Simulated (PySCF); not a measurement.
```xyz
8
charge 0, multiplicity 1
Al   -0.8446   -0.7447    1.0579
Cl   -1.9774   -1.8447    2.3939
Cl   -0.6455    1.4094    1.2480
N     0.1310   -0.9396   -0.3666
Al    0.6971    0.7390   -0.8006
Cl   -0.2211    1.7191   -2.4171
Cl    2.6452    1.3471   -0.2975
H     0.3535   -1.7713   -0.9017
```

Describe the molecule in this file.

It has 8 atoms: 2 aluminium, 4 chlorine, 1 hydrogen and 1 nitrogen (Al2Cl4HN). Coordination, clear cases only: 1 Al trigonal planar; 1 Cl bent; 1 N trigonal planar.

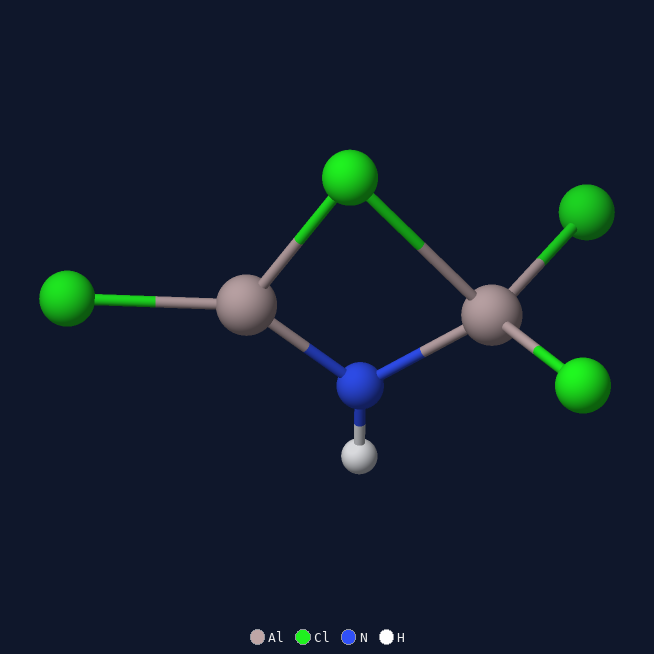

(Drawn from a calculation with PySCF.)
